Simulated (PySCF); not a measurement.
Consider C$_{4}$H$_{11}$NSi$_{2}$.

```xyz
18

C     2.7138   -0.1724   -0.1939
N     1.4571   -0.6418    0.3508
C     0.3606    0.3238    0.3401
C    -0.2349    0.5209   -1.0275
C    -1.5283    0.3886   -1.3034
Si   -2.7208   -0.0448    0.0932
Si   -0.9896   -0.2263    1.6090
H     3.0346    0.6994    0.3778
H     3.4603   -0.9573   -0.0746
H     2.6763    0.1080   -1.2567
H     1.1621   -1.4843   -0.1334
H     0.7949    1.2788    0.6620
H     0.4783    0.7537   -1.8138
H    -1.8675    0.5313   -2.3211
H    -3.4906   -1.2437   -0.2722
H    -3.7020    1.0355    0.2650
H    -0.9791    0.6917    2.7542
H    -0.6340   -1.5547    2.1130
```

Geometry: GFN2-xTB.

All numbers below come from PySCF 2.14.0, CAM-B3LYP/def2-SVPD, SCF density, gas phase.

### What will maps of the electron density and electron localisation function show?

C–C (1.33 Å): ρ at the midpoint is about 2.3 e/Å³; the ELF peaks at about 0.95 between the atoms (a short, multiple covalent bond).
C–Si (1.89 Å): ρ is about 0.94 e/Å³ halfway; the ELF peaks at about 0.95 between the atoms, as expected for a shared electron pair.
Si–Si (2.31 Å): ρ is about 0.67 e/Å³ halfway; the ELF peaks at about 1 between the atoms (a covalent bond).
C–C (1.50 Å): ρ at the midpoint is about 1.7 e/Å³; the ELF peaks at about 0.95 between the atoms, as expected for a shared electron pair.

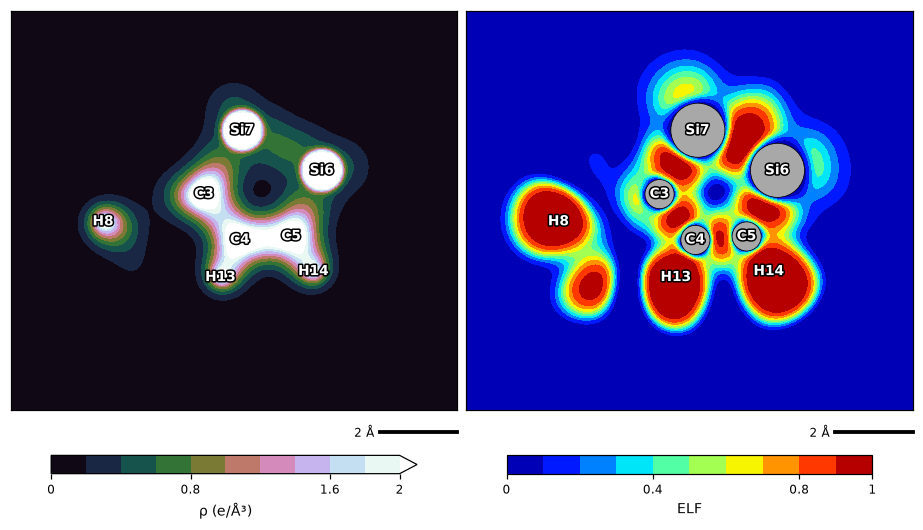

Computed electron density and electron localisation function on the plane of atoms C3, C4 and H13, in this order. Grey discs cover the atomic cores in the ELF map. 
